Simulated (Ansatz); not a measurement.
# BClFH3OSi: a spread of methods and bases

How do the results and run time of BClFH3OSi respond when the settings are drawn wide?

Method: the settings change from run to run; program: Ansatz 0.2.0, Gaussian basis.

### 1 The geometry

An earlier PBE0-D4 in a triple-zeta def2 set relaxation fixed the geometry.

SMILES `O[SiH2]B(F)Cl`, 8 atoms, charge 0, spin multiplicity 1.

Atoms are counted from 1 here; the program's logs count them from 0.

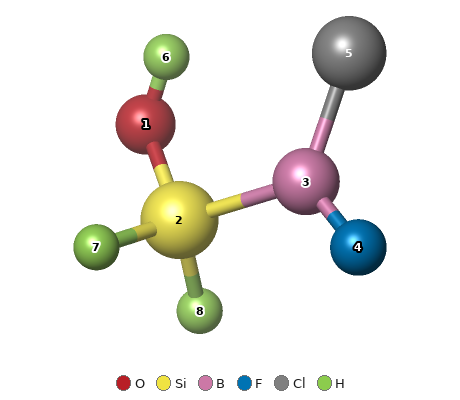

The geometry (oxygen red, silicon yellow, boron pink, fluorine blue, chlorine grey, hydrogen green); atoms are numbered from 1 in the order of the file.

### 2 PBE0-DH/6-31G

Options: unrestricted orbitals, the search for lower states set to off.

Input file in.yaml:

```yaml
crystal:
  periodic: [false, false, false]
  atoms:
    - {symbol: O, position_ang: [-0.004651, 0.192782, 1.781769]}
    - {symbol: Si, position_ang: [0.600168, -0.458084, 0.394501]}
    - {symbol: B, position_ang: [-0.507847, 0.133934, -1.202562]}
    - {symbol: F, position_ang: [-0.372373, -0.374598, -2.407319]}
    - {symbol: Cl, position_ang: [-1.702967, 1.415959, -1.008930]}
    - {symbol: H, position_ang: [-0.507672, 1.004344, 1.694854]}
    - {symbol: H, position_ang: [2.009889, -0.036324, 0.153864]}
    - {symbol: H, position_ang: [0.577556, -1.935215, 0.538123]}
basis:
  gaussian: {orbitals: 6-31G}
magnetization: {spin_polarized: true, initial_magnetization: 0}
hamiltonian: {xc: {name: PBE0-DH}}
scf: {lower_state_search: off}
output: {forces: true}
```

Command:

```bash
ansatz run in.yaml --threads 2 --pin off --events-out ev --progress --plain --max-ram 4352MiB
```

Standard output (excerpt; [...] marks lines left out):

```text
Functional definition: PBE0-DH
  name "PBE0-DH"
  cite "Brémond & Adamo, J. Chem. Phys. 135, 024106 (2011) doi:10.1063/1.3604569"
  cite "Perdew, Burke & Ernzerhof, Phys. Rev. Lett. 77, 3865 (1996) doi:10.1103/PhysRevLett.77.3865"
[...]
652 factors; integrals over basis functions are off by at most 2.6e-4 eV
[...]
mean field -25870.12472751 eV, -950.7095483358 hartree, gradient 2.6e-6 eV, S^2 0.000000; 0 other end points of the search recorded, 0 dependent functions left out
13 core orbitals not correlated: weight in the atoms' cores, before any rotation towards them, 1.000 or more for the frozen orbitals, at most 0.000 for the correlated occupied ones
reference -25870.12474343 eV, -950.7095489208 hartree; 15, 15 occupied and 31, 31 virtual orbitals, 652 factors
second order -13.52297542 eV of doubles, -0.00000000 eV of singles
[...]
Total energy: -25871.81511536 eV, -950.7716689434 hartree
Atom 0 at    -0.004651     0.192782     1.781769 Å, force    -0.978571     1.093610     1.629283 eV/Å
Atom 1 at     0.600168    -0.458084     0.394501 Å, force     1.102855    -1.366370    -2.143521 eV/Å
Atom 2 at    -0.507847     0.133934    -1.202562 Å, force     0.331639     0.133370     1.605301 eV/Å
Atom 3 at    -0.372373    -0.374598    -2.407319 Å, force     0.288109    -0.804900    -1.673083 eV/Å
Atom 4 at    -1.702967     1.415959    -1.008930 Å, force    -0.629802     0.682921     0.132104 eV/Å
Atom 5 at    -0.507672     1.004344     1.694854 Å, force    -0.281109     0.359144     0.593451 eV/Å
Atom 6 at     2.009889    -0.036324     0.153864 Å, force     0.202577     0.087408    -0.093914 eV/Å
Atom 7 at     0.577556    -1.935215     0.538123 Å, force    -0.035698    -0.185182    -0.049620 eV/Å
Dipole moment:     0.063703     0.092949    -0.151813 e Å
Checks for a lower state left out: starts, cluster_reference, orbital_swaps, neighbouring_geometries, increment
```

It took 5 s on 2 threads of Arm Neoverse V1, shared host.

Largest force 2.771 eV/Å, dipole 0.91 D, ⟨S²⟩ 0.000.

### 3 B97/aug-pcseg-2

Set apart from the defaults: a grid of angular degree 11.

Edit in.yaml of step 2 so:

```diff
@@ -12,6 +12,3 @@
 basis:
-  gaussian: {orbitals: 6-31G}
-magnetization: {spin_polarized: true, initial_magnetization: 0}
-hamiltonian: {xc: {name: PBE0-DH}}
-scf: {lower_state_search: off}
-output: {forces: true}
+  gaussian: {orbitals: aug-pcseg-2, final_grid: {core_spheres: 5, valence_spheres: 4, degree: 11}}
+hamiltonian: {xc: {name: B97}}
```

The command is unchanged.

Standard output (excerpt; [...] marks lines left out):

```text
Functional definition: B97
  name "B97"
  cite "Becke, J. Chem. Phys. 107, 8554 (1997) doi:10.1063/1.475007"
[...]
      + integral(e_c_pw_opposite_spin*poly(b97_u_opposite, cos0, cos1, cos2))
1448 factors; their error is unknown
[...]
mean field -25891.77796689 eV, -951.5052902057 hartree, gradient 2.2e-5 eV, S^2 0.000000; 0 other end points of the search recorded, 0 dependent functions left out
reference -25891.77801745 eV, -951.5052920638 hartree; 28, 28 occupied and 279, 279 virtual orbitals, 1448 factors
Total energy: -25891.77801745 eV, -951.5052920638 hartree
```

It took 7.5 s on 2 threads of Arm Neoverse V1, shared host; peak memory 0.72 GiB.

### 4 BLYP/cc-pVTZ

This run has multiplicity 3, relativity set to scalar.

Edit in.yaml of step 3 so:

```diff
@@ -12,3 +12,5 @@
 basis:
-  gaussian: {orbitals: aug-pcseg-2, final_grid: {core_spheres: 5, valence_spheres: 4, degree: 11}}
-hamiltonian: {xc: {name: B97}}
+  gaussian: {orbitals: cc-pVTZ}
+magnetization: {spin_polarized: true, initial_magnetization: 2}
+hamiltonian: {xc: {name: BLYP}, pseudopotentials: {relativity: scalar}}
+output: {forces: true}
```

Launched as before.

Standard output (excerpt; [...] marks lines left out):

```text
Functional definition: BLYP
  name "BLYP"
  cite "Becke, Phys. Rev. A 38, 3098 (1988) doi:10.1103/PhysRevA.38.3098"
  cite "Lee, Yang & Parr, Phys. Rev. B 37, 785 (1988) doi:10.1103/PhysRevB.37.785"
[...]
1253 factors; their error is unknown
[...]
mean field -25942.74756131 eV, -953.3783882523 hartree, gradient 3.1e-5 eV, S^2 2.003347; 4 other end points of the search recorded, 0 dependent functions left out
[...]
reference -25942.74791376 eV, -953.3784012045 hartree; 29, 27 occupied and 171, 173 virtual orbitals, 1253 factors
Total energy: -25942.74791376 eV, -953.3784012045 hartree
Relativity: scalar
Atom 0 at    -0.004651     0.192782     1.781769 Å, force    -0.034486    -0.298197     0.212533 eV/Å
Atom 1 at     0.600168    -0.458084     0.394501 Å, force     0.228840    -0.409228     0.086327 eV/Å
Atom 2 at    -0.507847     0.133934    -1.202562 Å, force    -0.644103     0.663403     0.506808 eV/Å
Atom 3 at    -0.372373    -0.374598    -2.407319 Å, force     0.879805    -1.384071    -1.645657 eV/Å
Atom 4 at    -1.702967     1.415959    -1.008930 Å, force    -0.528609     0.832049     0.781489 eV/Å
Atom 5 at    -0.507672     1.004344     1.694854 Å, force    -0.200967     0.614525     0.117520 eV/Å
Atom 6 at     2.009889    -0.036324     0.153864 Å, force     0.285546     0.202664    -0.036327 eV/Å
Atom 7 at     0.577556    -1.935215     0.538123 Å, force     0.013973    -0.221145    -0.022693 eV/Å
Dipole moment:     0.155316     0.088550     0.300931 e Å
```

It took 11 s on 2 threads of Arm Neoverse V1, shared host; peak memory 0.38 GiB.

Largest force 2.323 eV/Å, dipole 1.68 D, ⟨S²⟩ 2.003.

### 5 wB97/STO-3G

Options: relativity set to none, high accuracy.

Edit in.yaml of step 4 so:

```diff
@@ -12,5 +12,5 @@
 basis:
-  gaussian: {orbitals: cc-pVTZ}
-magnetization: {spin_polarized: true, initial_magnetization: 2}
-hamiltonian: {xc: {name: BLYP}, pseudopotentials: {relativity: scalar}}
+  gaussian: {orbitals: STO-3G}
+hamiltonian: {xc: {name: wB97}, pseudopotentials: {relativity: none}}
+accuracy: high
 output: {forces: true}
```

Launched as before.

Standard output (excerpt; [...] marks lines left out):

```text
Functional definition: wB97
  name "wB97"
  cite "Chai & Head-Gordon, J. Chem. Phys. 128, 084106 (2008) doi:10.1063/1.2834918"
  cite "Becke, J. Chem. Phys. 107, 8554 (1997) doi:10.1063/1.475007"
[...]
  # The coefficients of nought are those of the uniform gas.
[...]
      + integral(e_c_pw_opposite_spin*poly(b97_u_opposite, 1, cos1, cos2, cos3, cos4))
732 factors; integrals over basis functions are off by at most 3.2e-8 eV
311 factors; integrals over basis functions are off by at most 1.2e-9 eV
[...]
mean field -25587.16323044 eV, -940.3109051165 hartree, gradient 7.5e-8 eV, S^2 0.000000; 0 other end points of the search recorded, 0 dependent functions left out
[...]
reference -25587.16322986 eV, -940.3109050951 hartree; 28, 28 occupied and 8, 8 virtual orbitals, 732 factors
Total energy: -25587.16322986 eV, -940.3109050951 hartree
Atom 0 at    -0.004651     0.192782     1.781769 Å, force     1.079775    -2.263737     2.583244 eV/Å
Atom 1 at     0.600168    -0.458084     0.394501 Å, force     0.490219    -0.321860    -2.212700 eV/Å
Atom 2 at    -0.507847     0.133934    -1.202562 Å, force     1.580134    -1.532875    -0.025285 eV/Å
Atom 3 at    -0.372373    -0.374598    -2.407319 Å, force    -0.101165     0.171759     0.338982 eV/Å
Atom 4 at    -1.702967     1.415959    -1.008930 Å, force    -0.895306     0.970299     0.222113 eV/Å
Atom 5 at    -0.507672     1.004344     1.694854 Å, force    -1.300837     2.318148    -1.051619 eV/Å
Atom 6 at     2.009889    -0.036324     0.153864 Å, force    -0.904733    -0.343131     0.182776 eV/Å
Atom 7 at     0.577556    -1.935215     0.538123 Å, force     0.051912     1.001396    -0.037512 eV/Å
Dipole moment:     0.182975    -0.140524    -0.238930 e Å
```

Run time: 9 s. Hardware: 2 threads of Arm Neoverse V1, shared host; peak memory 0.38 GiB.

Largest force 3.600 eV/Å, dipole 1.60 D.

### 6 revPBE0/def2-TZVPP

Options: multiplicity 3, D3(BJ) with three-body dispersion.

Edit in.yaml of step 5 so:

```diff
@@ -12,5 +12,4 @@
 basis:
-  gaussian: {orbitals: STO-3G}
-hamiltonian: {xc: {name: wB97}, pseudopotentials: {relativity: none}}
-accuracy: high
-output: {forces: true}
+  gaussian: {orbitals: def2-TZVPP}
+magnetization: {spin_polarized: true, initial_magnetization: 2}
+hamiltonian: {xc: {name: revPBE0}, dispersion: d3bjatm}
```

The command is unchanged.

Standard output (excerpt; [...] marks lines left out):

```text
Functional definition: revPBE0
  name "revPBE0"
  cite "Zhang & Yang, Phys. Rev. Lett. 80, 890 (1998) doi:10.1103/PhysRevLett.80.890"
  cite "Adamo & Barone, J. Chem. Phys. 110, 6158 (1999) doi:10.1063/1.478522"
  cite "Perdew, Burke & Ernzerhof, Phys. Rev. Lett. 77, 3865 (1996) doi:10.1103/PhysRevLett.77.3865"
[...]
1269 factors; their error is unknown
[...]
mean field -25885.47581281 eV, -951.2736903150 hartree, gradient 7.2e-5 eV, S^2 2.005978; 0 other end points of the search recorded, 0 dependent functions left out
reference -25885.47585558 eV, -951.2736918867 hartree; 29, 27 occupied and 190, 192 virtual orbitals, 1269 factors
Total energy: -25885.84536280 eV, -951.2872710269 hartree
```

It took 9.5 s on 2 threads of Arm Neoverse V1, shared host; peak memory 0.71 GiB.

⟨S²⟩ 2.006.

### 7 SVWN5/def2-mTZVP

Options: multiplicity 3, restricted open-shell orbitals, atoms shaken by 0.08 Å, high accuracy, the search for lower states set to light.

Input file in.yaml:

```yaml
crystal:
  periodic: [false, false, false]
  atoms:
    - {symbol: O, position_ang: [-0.039438, 0.190894, 1.795772]}
    - {symbol: Si, position_ang: [0.585434, -0.480532, 0.322165]}
    - {symbol: B, position_ang: [-0.666918, -0.000627, -1.210962]}
    - {symbol: F, position_ang: [-0.449924, -0.423672, -2.506926]}
    - {symbol: Cl, position_ang: [-1.703679, 1.431972, -1.073379]}
    - {symbol: H, position_ang: [-0.451565, 1.039480, 1.721468]}
    - {symbol: H, position_ang: [1.970174, 0.031377, 0.097133]}
    - {symbol: H, position_ang: [0.611548, -1.911417, 0.641560]}
basis:
  gaussian: {orbitals: def2-mTZVP}
magnetization: {spin_polarized: false, initial_magnetization: 2}
hamiltonian: {xc: {name: SVWN5}}
accuracy: high
scf: {lower_state_search: light}
```

Launched as before.

Standard output (excerpt; [...] marks lines left out):

```text
Functional definition: SVWN5
  name "SVWN5"
  cite "Dirac, Proc. Camb. Phil. Soc. 26, 376 (1930) doi:10.1017/S0305004100016108"
  cite "Slater, Phys. Rev. 81, 385 (1951) doi:10.1103/PhysRev.81.385"
  cite "Vosko, Wilk & Nusair, Can. J. Phys. 58, 1200 (1980) doi:10.1139/p80-159"
[...]
2267 factors; integrals over basis functions are off by at most 2.0e-8 eV
[...]
mean field -25779.46437270 eV, -947.3778417480 hartree, gradient 2.6e-8 eV, S^2 2.000000; 6 other end points of the search recorded, 0 dependent functions left out
reference -25779.46437665 eV, -947.3778418935 hartree; 29, 27 occupied and 86, 88 virtual orbitals, 2267 factors
Total energy: -25779.46437665 eV, -947.3778418935 hartree
```

Run time: 9.5 s. Hardware: 2 threads of Arm Neoverse V1, shared host; peak memory 0.38 GiB.

### 8 revPBE0/def2-TZVP

Options: D3(BJ) dispersion.

Input file in.yaml:

```yaml
crystal:
  periodic: [false, false, false]
  atoms:
    - {symbol: O, position_ang: [-0.004651, 0.192782, 1.781769]}
    - {symbol: Si, position_ang: [0.600168, -0.458084, 0.394501]}
    - {symbol: B, position_ang: [-0.507847, 0.133934, -1.202562]}
    - {symbol: F, position_ang: [-0.372373, -0.374598, -2.407319]}
    - {symbol: Cl, position_ang: [-1.702967, 1.415959, -1.008930]}
    - {symbol: H, position_ang: [-0.507672, 1.004344, 1.694854]}
    - {symbol: H, position_ang: [2.009889, -0.036324, 0.153864]}
    - {symbol: H, position_ang: [0.577556, -1.935215, 0.538123]}
basis:
  gaussian: {orbitals: def2-TZVP}
hamiltonian: {xc: {name: revPBE0}, dispersion: d3bj}
```

The command is unchanged.

Standard output:

```text
Functional definition: revPBE0
  name "revPBE0"
  cite "Zhang & Yang, Phys. Rev. Lett. 80, 890 (1998) doi:10.1103/PhysRevLett.80.890"
  cite "Adamo & Barone, J. Chem. Phys. 110, 6158 (1999) doi:10.1063/1.478522"
  cite "Perdew, Burke & Ernzerhof, Phys. Rev. Lett. 77, 3865 (1996) doi:10.1103/PhysRevLett.77.3865"
  parameter a = 0.25
  parameter kappa = 1.245
  parameter beta = 0.06672455060314922
  exchange = (1 - a)*pbe_x(kappa = kappa, mu = beta*pi^2/3) + a*exact_x
  correlation = pbe_c(beta = beta)
1144 factors; their error is unknown
mean field evaluation 1: about -25884.7556 eV, gradient 5.6e1 eV
mean field evaluation 2: about -25876.3540 eV, gradient 8.9e1 eV
mean field evaluation 4: about -25889.5588 eV, gradient 2.9e0 eV
mean field evaluation 8: about -25889.5783 eV, gradient 8.8e-2 eV
mean field -25889.66499074 eV, -951.4276397645 hartree, gradient 7.1e-5 eV, S^2 0.000000; 0 other end points of the search recorded, 0 dependent functions left out
reference -25889.66503040 eV, -951.4276412219 hartree; 28, 28 occupied and 157, 157 virtual orbitals, 1144 factors
Total energy: -25890.03479348 eV, -951.4412297644 hartree
```

Run time: 3.1 s. Hardware: 2 threads of Arm Neoverse V1, shared host; peak memory 0.31 GiB.

### 9 B2GP-PLYP/aug-pcseg-2

This run has density fitting with def2-universal-jkfit.

Edit in.yaml of step 8 so:

```diff
@@ -12,3 +12,3 @@
 basis:
-  gaussian: {orbitals: def2-TZVP}
-hamiltonian: {xc: {name: revPBE0}, dispersion: d3bj}
+  gaussian: {orbitals: aug-pcseg-2, fitting: {mean_field: def2-universal-jkfit}}
+hamiltonian: {xc: {name: B2GP-PLYP}}
```

The command is unchanged.

Standard output (excerpt; [...] marks lines left out):

```text
Functional definition: B2GP-PLYP
  name "B2GP-PLYP"
  cite "Karton, Tarnopolsky, Lamère, Schatz & Martin, J. Phys. Chem. A 112, 12868 (2008) doi:10.1021/jp801805p"
  cite "Becke, Phys. Rev. A 38, 3098 (1988) doi:10.1103/PhysRevA.38.3098"
  cite "Lee, Yang & Parr, Phys. Rev. B 37, 785 (1988) doi:10.1103/PhysRevB.37.785"
[...]
539 factors; integrals over basis functions are off by at most 1.2e0 eV
[...]
mean field -25872.61364448 eV, -950.8010143472 hartree, gradient 4.5e-6 eV, S^2 0.000000; 0 other end points of the search recorded, 0 dependent functions left out
13 core orbitals not correlated: weight in the atoms' cores, before any rotation towards them, 1.000 or more for the frozen orbitals, at most 0.000 for the correlated occupied ones
reference -25872.61379657 eV, -950.8010199365 hartree; 15, 15 occupied and 279, 279 virtual orbitals, 539 factors
second order -27.40374627 eV of doubles, -0.00000000 eV of singles
Total energy: -25882.47914523 eV, -951.1635648127 hartree
```

Wall time 12 s (2 threads of Arm Neoverse V1, shared host); peak memory 0.5 GiB.

### 10 B97/STO-3G

Options: a grid of angular degree 47.

Edit in.yaml of step 9 so:

```diff
@@ -12,3 +12,4 @@
 basis:
-  gaussian: {orbitals: aug-pcseg-2, fitting: {mean_field: def2-universal-jkfit}}
-hamiltonian: {xc: {name: B2GP-PLYP}}
+  gaussian: {orbitals: STO-3G, final_grid: {core_spheres: 20, valence_spheres: 16, degree: 47}}
+hamiltonian: {xc: {name: B97}}
+output: {forces: true}
```

Same command.

Standard output (excerpt; [...] marks lines left out):

```text
Functional definition: B97
  name "B97"
  cite "Becke, J. Chem. Phys. 107, 8554 (1997) doi:10.1063/1.475007"
[...]
      + integral(e_c_pw_opposite_spin*poly(b97_u_opposite, cos0, cos1, cos2))
444 factors; integrals over basis functions are off by at most 5.1e-5 eV
[...]
mean field -25584.41099944 eV, -940.2097624928 hartree, gradient 4.3e-5 eV, S^2 0.000000; 0 other end points of the search recorded, 0 dependent functions left out
[...]
reference -25584.41101291 eV, -940.2097629878 hartree; 28, 28 occupied and 8, 8 virtual orbitals, 444 factors
Total energy: -25584.41101291 eV, -940.2097629878 hartree
Atom 0 at    -0.004651     0.192782     1.781769 Å, force     1.198148    -2.486502     2.744157 eV/Å
Atom 1 at     0.600168    -0.458084     0.394501 Å, force     0.459433    -0.321016    -2.125758 eV/Å
Atom 2 at    -0.507847     0.133934    -1.202562 Å, force     1.677763    -1.622594    -0.030772 eV/Å
Atom 3 at    -0.372373    -0.374598    -2.407319 Å, force    -0.050151     0.016730     0.021031 eV/Å
Atom 4 at    -1.702967     1.415959    -1.008930 Å, force    -1.218700     1.312933     0.268161 eV/Å
Atom 5 at    -0.507672     1.004344     1.694854 Å, force    -1.461078     2.585380    -1.040247 eV/Å
Atom 6 at     2.009889    -0.036324     0.153864 Å, force    -0.680650    -0.304186     0.155773 eV/Å
Atom 7 at     0.577556    -1.935215     0.538123 Å, force     0.075235     0.819254     0.007654 eV/Å
Dipole moment:     0.142943    -0.095385    -0.210179 e Å
```

Wall time 1.6 s (2 threads of Arm Neoverse V1, shared host).

Largest force 3.892 eV/Å, dipole 1.30 D.

### 11 The runs in one table

```tsv
level	charge	multiplicity	geometry	functions	energy (eV)	time
PBE0-DH/6-31G	0	1	relaxed	59	-25871.815	5 s
B97/aug-pcseg-2	0	1	relaxed	307	-25891.778	7.5 s
BLYP/cc-pVTZ	0	3	relaxed	200	-25942.748	11 s
wB97/STO-3G	0	1	relaxed	36	-25587.163	9 s
revPBE0/def2-TZVPP	0	3	relaxed	219	-25885.845	9.5 s
SVWN5/def2-mTZVP	0	3	shaken	115	-25779.464	9.5 s
revPBE0/def2-TZVP	0	1	relaxed	185	-25890.035	3.1 s
B2GP-PLYP/aug-pcseg-2	0	1	relaxed	307	-25882.479	12 s
B97/STO-3G	0	1	relaxed	36	-25584.411	1.6 s
```

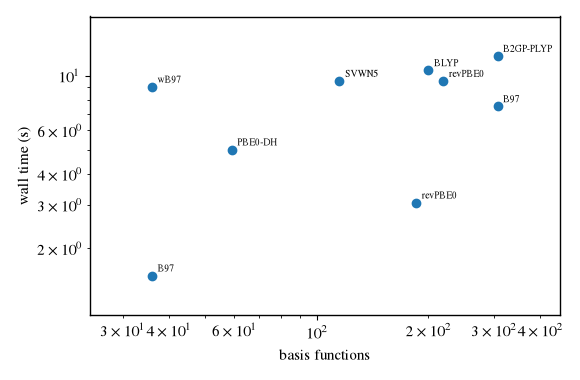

Wall time against the number of basis functions (shared host).

### 12 Summary of results

| quantity | value |
| --- | --- |
| runs | 9 |
| quickest | B97/STO-3G, 1.6 s |
| slowest | B2GP-PLYP/aug-pcseg-2, 12 s |
| spread of total energies, same state and geometry | 307.4 eV |
| dipole, same state and geometry | 0.91 to 1.60 D |

**Reading.** Run time spans a factor of 8, from B97/STO-3G to B2GP-PLYP/aug-pcseg-2. The jobs differ in tasks and options as well as level. Total energies at one charge and spin differ by 307 eV between levels, so only differences within one level mean anything. At the PBE0-D4/def2-TZVP geometry and in the same state, runs without warnings or point charges leave forces up to 3.89 eV/Å (B97/STO-3G). At that geometry and state the dipole changes by 76 % between the lowest and highest value.
